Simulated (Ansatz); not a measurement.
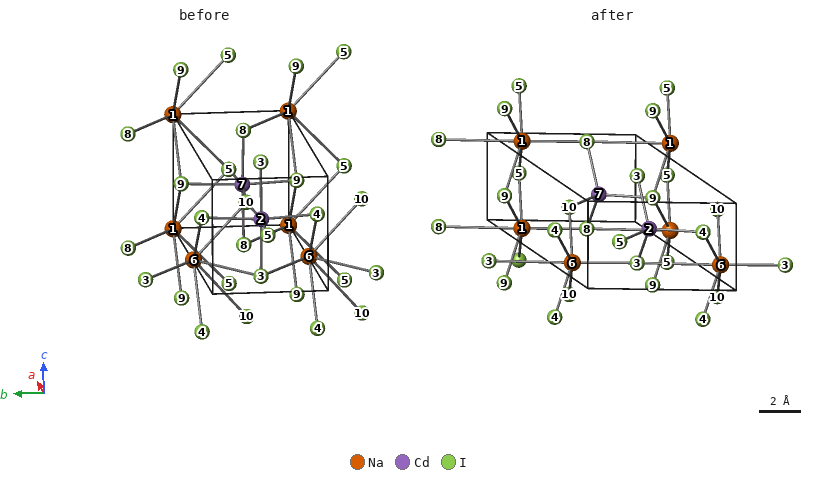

The structure of solid NaCdI3 (built on the cubic perovskite type) before (left) and after (right) a relaxation, at one scale.

Style: ball-and-stick. Shown: the cell of the calculation, from a free direction.

Case: shaken.

The calculation used Ansatz, DFT, PBEsol, plane waves, PAW. Set-up: plane-wave cutoff 420 eV; k-point mesh 2 × 4 × 4; occupations fermi dirac; smearing width 0.05 eV; no spin polarisation; cell and atoms relaxed; force threshold 0.01 eV/Å; at most 120 steps.

Question: Describe what moved and what it gained.

Answer: The run was cut off at its time limit before the relaxation converged, so the last structure is only a point on the way. The largest move relative to the cell is that of Na1, 2.30 Å along [−1 −1 0]. Largest moves by element: Na 2.30 Å, I 2.04 Å, Cd 0.65 Å. Cell: a 11.519 → 13.212 Å (+14.7 %), b 5.794 → 7.353 Å (+26.9 %), c 5.877 → 4.491 Å (−23.6 %), α 89.1° → 89.9°, β 89.0° → 89.9°, γ 89.2° → 65.6°. Volume +1.3 %. Some distances before and after: Cd2–I10 2.766 → 5.484 Å, I5–Cd7 2.986 → 5.495 Å, Cd2–I4 2.983 → 4.687 Å, Cd7–I9 3.070 → 4.686 Å. New bonds form: Na1–I8 (4.22 → 3.21 Å). Bonds break: Cd2–I10 (2.77 → 5.48 Å), Cd2–I4 (2.98 → 4.69 Å), Cd7–I9 (3.07 → 4.69 Å), I5–Cd7 (2.99 → 5.49 Å). Bond angles that change, for instance: I8–Cd7–I8 177.6° → 103.2°, Cd7–I8–Cd7 177.6° → 103.2°, I3–Cd2–I3 173.2° → 103.6°. The space group stays P1 (No. 1). Over 41 accepted moves (47 points after the start) the energy falls by 184 meV per atom. Largest force component: 0.89 eV/Å at the start, 0.084 eV/Å at the end. The pressure goes from 0.72 to −0.02 GPa. The line search rejected the trial steps at points 23, 35, 39, 42, 46 of the run. The SCF was repeated once at an unchanged geometry on a basis and grid sized afresh for the cell, which shifted the energy by 14.7 meV per atom at most.
